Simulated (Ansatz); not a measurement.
# InNH3Cl (SMILES [NH2][InH][Cl]) at wB97M-V/def2-SVPD (core potential)

What is the electronic atomisation energy of InNH3Cl at wB97M-V/def2-SVPD (core potential)? 

Program for the calculation: Ansatz 0.2.0.

22 further runs of the same task are left out: 22 set aside as unsound or not needed.

**1. The system as given**

InNH3Cl has 6 atoms, charge 0, and is taken as a singlet. SMILES: `[NH2][InH][Cl]`. The coordinates come from a PBE0-D4/def2-TZVP relaxation.

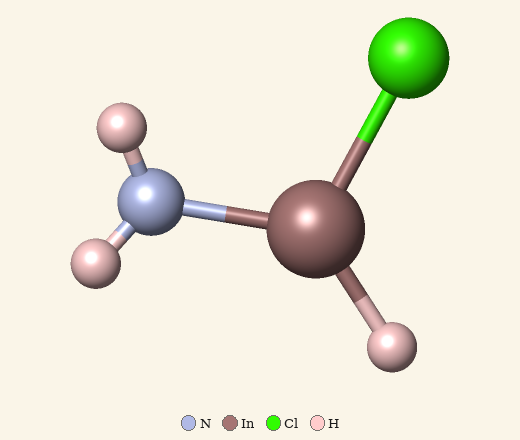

Viewed from a chosen angle; nitrogen light blue, indium brown, chlorine green, hydrogen pink.

**2. The energy at wB97M-V/def2-SVPD (core potential)**

File molecule.yaml:

```yaml
crystal:
  periodic: [false, false, false]
  atoms:
    - {symbol: N, position_ang: [-1.020800, 0.188100, -0.504100]}
    - {symbol: In, position_ang: [0.792100, 0.148600, 0.327900]}
    - {symbol: Cl, position_ang: [0.990800, -1.771000, 1.649200]}
    - {symbol: H, position_ang: [-1.219400, 0.761400, -1.308200]}
    - {symbol: H, position_ang: [-1.558200, -0.664500, -0.526800]}
    - {symbol: H, position_ang: [2.057500, 1.273400, 0.315800]}
basis:
  gaussian:
    orbitals: def2-SVPD
hamiltonian:
  xc: {name: wB97M-V}
accuracy: high
output:
  orbitals: {seedname: orbitals}
```

The run is started by

```sh
$ ansatz run molecule.yaml --threads 1 --pin off --max-ram 3480MiB --events-out events.jsonl --progress --plain --runs-dir runs
```

What it wrote:

```text
Warning: RAYON_NUM_THREADS=1 ignored (pool sized by the plan → 1); use --threads N
Functional definition: wB97M-V
  name "wB97M-V"
  parameter omega = 0.3/bohr
  parameter cx = 0.15
  parameter cx01 = 1.007
  parameter cx10 = 0.259
  parameter css00 = 0.443
  parameter css04 = -1.437
  parameter css10 = -4.535
  parameter css20 = -3.390
  parameter css43 = 4.278
  parameter cos00 = 1.000
  parameter cos10 = 1.358
  parameter cos20 = 2.924
  parameter cos21 = -8.812
  parameter cos60 = -1.390
  parameter cos61 = 9.142
  parameter b = 6.0
  parameter c = 0.01
  gx(w, u) = 1 - cx + cx01*u + cx10*w
  gss(w, u) = css00 + css04*u^4 + css10*w + css20*w^2 + css43*w^4*u^3
  gos(w, u) = cos00 + cos10*w + (cos20 + cos21*u)*w^2 + (cos60 + cos61*u)*w^6
  exchange = spin_sum(e_x_unif_sr(omega)*gx(b97_w, b97_u_x)) + cx*exact_x_sr(omega) + exact_x_lr(omega)
  correlation = spin_sum(e_c_pw_mod_same_spin*gss(b97_w, b97_u_same))
      + integral(e_c_pw_mod_opposite_spin*gos(b97_w_opposite, b97_u_opposite)) + vv10(b, c)
2197 factors; integrals over basis functions are off by at most 3.8e-9 eV
544 factors; integrals over basis functions are off by at most 1.4e-9 eV
mean field evaluation 1: about -19224.0402 eV, gradient 4.8e1 eV
mean field evaluation 2: about -19222.0192 eV, gradient 5.7e1 eV
mean field evaluation 4: about -19229.1922 eV, gradient 1.8e0 eV
mean field evaluation 8: about -19229.2398 eV, gradient 9.0e-2 eV
mean field evaluation 16: about -19229.2399 eV, gradient 2.8e-5 eV
mean field -19229.23985017 eV, -706.6615304468 hartree, gradient 8.7e-8 eV, S^2 0.000000; 0 other end points of the search recorded, 0 dependent functions left out
reference -19229.23985577 eV, -706.6615306526 hartree; 24, 24 occupied and 79, 79 virtual orbitals, 2197 factors
Total energy: -19229.23985577 eV, -706.6615306526 hartree
```

It took 71 s on 1 thread of Intel Xeon Platinum 8259CL at 2.50GHz (Skylake/Cascade Lake), shared host; peak memory 0.72 GiB.

**3. The Cl atom, same level**

File job.yaml:

```yaml
crystal:
  periodic: [false, false, false]
  atoms:
    - {symbol: Cl, position_ang: [0.000000, 0.000000, 0.000000]}
basis:
  gaussian: {orbitals: def2-SVPD}
magnetization: {spin_polarized: true, initial_magnetization: 1}
hamiltonian: {xc: {name: wB97M-V}}
accuracy: high
```

Run the same way, it converges to -459.97795 Eh (log not shown).

**4. The H atom**

File molecule.yaml:

```yaml
crystal:
  periodic: [false, false, false]
  atoms:
    - {symbol: H, position_ang: [0.000000, 0.000000, 0.000000]}
basis:
  gaussian:
    orbitals: def2-SVPD
accuracy: high
hamiltonian:
  xc: {name: wB97M-V}
magnetization:
  spin_polarized: true
  initial_magnetization: 1
```

Run the same way, it converges to -0.49171 Eh (log not shown).

**5. The In atom, same level**

File input.yaml:

```yaml
crystal:
  periodic: [false, false, false]
  atoms:
    - symbol: In
      position_ang: [0.000000, 0.000000, 0.000000]
basis:
  gaussian: {orbitals: def2-SVPD}
total_charge: 0
magnetization: {spin_polarized: true, initial_magnetization: 1}
hamiltonian: {xc: {name: wB97M-V}}
accuracy: high
```

Run the same way, it converges to -190.05620 Eh (log not shown).

**6. The N atom**

File in.yaml:

```yaml
crystal:
  periodic: [false, false, false]
  atoms:
    - {symbol: "N", position_ang: [0.000000, 0.000000, 0.000000]}
basis:
  gaussian:
    orbitals: def2-SVPD
hamiltonian:
  xc: {name: wB97M-V}
magnetization:
  spin_polarized: true
  initial_magnetization: 3
accuracy: high
```

Run the same way, it converges to -54.52643 Eh (log not shown).

**7. Results**

Level: wB97M-V/def2-SVPD (core potential).

| quantity | value |
| --- | --- |
| molecule: total energy | -706.66153 Eh |
| molecule: HOMO energy | -9.97 eV |
| molecule: LUMO energy | 0.21 eV |
| molecule: HOMO–LUMO gap | 10.18 eV |
| Cl atom: total energy | -459.97795 Eh |
| Cl atom: ⟨S²⟩ | 0.752 |
| H atom: total energy | -0.49171 Eh |
| H atom: ⟨S²⟩ | 0.750 |
| In atom: total energy | -190.05620 Eh |
| In atom: ⟨S²⟩ | 0.753 |
| N atom: total energy | -54.52643 Eh |
| N atom: ⟨S²⟩ | 3.754 |
| electronic atomisation energy | 17.029 eV |

**Reading.** Taking the molecule apart into free atoms costs 17.03 eV (393 kcal/mol), before zero-point energy and without spin-orbit coupling.
